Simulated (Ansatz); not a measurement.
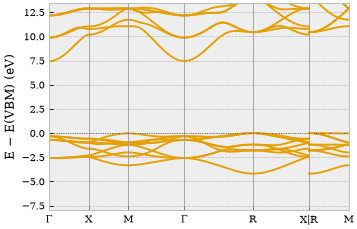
Figure. Band structure from LDA (plane waves, PAW; program Ansatz)

### Question
Read off the gap and where the band edges lie.

### Answer
About 7.4 eV (7.44 eV by a search for the band edges); maximum at R, minimum at Γ.

The material is KMgF$_{3}$ (cubic perovskite, Pm-3m).

The LDA relaxation kept the symmetry of its start; phonons on a q-mesh show no instability.

Potentials: the later of the program's two PAW sets.
